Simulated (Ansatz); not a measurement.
The compound is BaAgS3 (cubic perovskite) (Pm-3m).

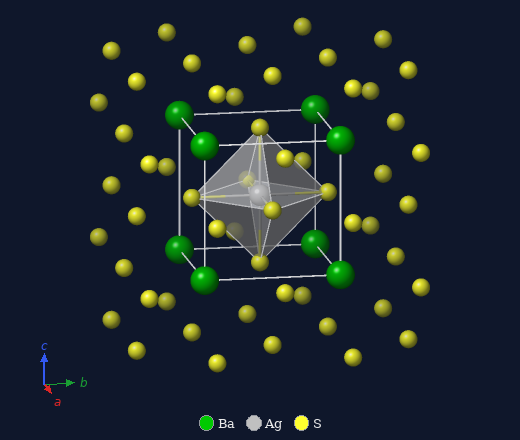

The structure (barium green, silver light grey, sulfur yellow). Some periodic images of atoms are drawn too.

The structure was built from a prototype and need not be the compound's stable phase.

Symmetry: Pm-3m, No. 221, cubic system. Conventional cell: a = 4.843 Å, b = 4.843 Å, c = 4.843 Å, α = 90.00°, β = 90.00°, γ = 90.00°. Nearest to Ba lie 12 S at 3.42 Å. Ag has 6 S at 2.42 Å nearest. S has 2 Ag at 2.42 Å and 4 Ba at 3.42 Å nearest. Farther neighbours and most contacts between anions are not listed.

```cif
data_structure
_symmetry_space_group_name_H-M 'P 1'
_symmetry_Int_Tables_number 1
_cell_length_a 4.8426
_cell_length_b 4.8426
_cell_length_c 4.8426
_cell_angle_alpha 90.000
_cell_angle_beta 90.000
_cell_angle_gamma 90.000
_cell_volume 113.56
loop_
_atom_site_label
_atom_site_type_symbol
_atom_site_fract_x
_atom_site_fract_y
_atom_site_fract_z
_atom_site_occupancy
Ba1 Ba 0.00000 0.00000 0.00000 1
Ag2 Ag 0.50000 0.50000 0.50000 1
S3 S 0.50000 0.50000 0.00000 1
S4 S 0.50000 0.00000 0.50000 1
S5 S 0.00000 0.50000 0.50000 1
```

The structure was relaxed with PBEsol. The structure type comes from a generator and need not be one that this composition takes. The structure was generated from a model, not taken from a measurement. The runs that relaxed it are not among those shown. The program's search for lower electronic states was switched off, so nothing shows that the state found is the lowest. Spin-orbit coupling is left out unless a run names it. PAW set soft_2, made with PBE.

A constrained-RPA run (Ansatz 0.2.0; non-magnetic PBEsol; Ag d + anion p, bands v13 to c1, 4×4×4 mesh, medium accuracy) builds 14 functions on bands 8.9 eV wide, with 25.0 electrons in the window. The bare on-site interaction is 18.6 eV and the bare J 0.71 eV.

What U and J survive the screening?

On the Ag d shell, U = 6.47 eV (35 % of the bare value), U′ = 5.37 eV, J = 0.55 eV.

The parent state is non-magnetic and the interaction static (zero frequency); U depends on the window and the orbitals, so it belongs to this model alone. A window that holds the anion p bands defines a model with explicit ligands; its U belongs to that model and is not the U of DFT+U.

[Paths, hosts, dates, memory and timing lines, banners, echoed tables and standing remarks are left out of the program output.]

[Logs are printed without paths, hosts, clocks, repeated set-up lines and the standing remarks that a program may print on its own settings, such as how far it seeks lower states.]

[Runs of the session that timed out or met a known fault of the program may be left out.]

[Hosts, paths, dates, database ids (printed as entryN), source tags and the programs' standing remarks are cut or masked in the printed files.]
